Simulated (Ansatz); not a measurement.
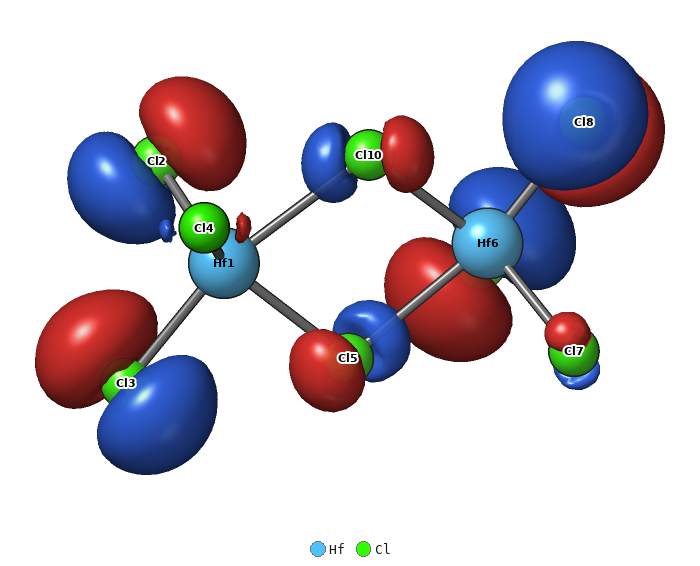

Cl8Hf2 (Hf2(Cl)8). The HOMO−1 at ±0.08 Å⁻³ᐟ² (blue and red are the two phases), seen at a tilt.

Geometry: r2SCAN-D4/def2-SVP; core potentials replace the inner electrons of Hf.

Level of theory: RKS PBE0-D4/def2-TZVP (Ansatz).

The calculation's input:

```
crystal:
  periodic: [false, false, false]
  atoms:
    - {symbol: Hf, position_ang: [0.516302, 0.605460, 1.895875]}
    - {symbol: Cl, position_ang: [2.224993, -0.894080, 2.406649]}
    - {symbol: Cl, position_ang: [1.464205, 2.611753, 2.620440]}
    - {symbol: Cl, position_ang: [-1.290354, 0.465004, 3.367352]}
    - {symbol: Cl, position_ang: [0.363416, 1.513484, -0.435762]}
    - {symbol: Hf, position_ang: [-0.552456, -0.589415, -1.889475]}
    - {symbol: Cl, position_ang: [-2.095507, 0.886260, -2.833265]}
    - {symbol: Cl, position_ang: [-1.439488, -2.622028, -2.615440]}
    - {symbol: Cl, position_ang: [1.497095, -0.602135, -3.000944]}
    - {symbol: Cl, position_ang: [-0.688206, -1.374303, 0.484581]}
basis:
  gaussian: {orbitals: def2-TZVP, initial_orbitals: start.molden}
hamiltonian: {xc: pbe0, dispersion: d4}
scf: {omitted_lower_state_checks: [starts]}
output: {forces: true, orbitals: {seedname: orbitals}}
```

Command:

```sh
ansatz run in.yaml --threads 4 --pin off --events-out ev --progress --plain --max-ram 6963MiB
```

What is the character of this orbital?

Answer. It lies mainly on Cl3 (about 25 %), Cl8 (about 25 %), Cl2 (about 20 %) and Cl9 (about 20 %); largely a combination of lone pairs on Cl3, Cl8, Cl2 and Cl9. Its energy is −9.55 eV.
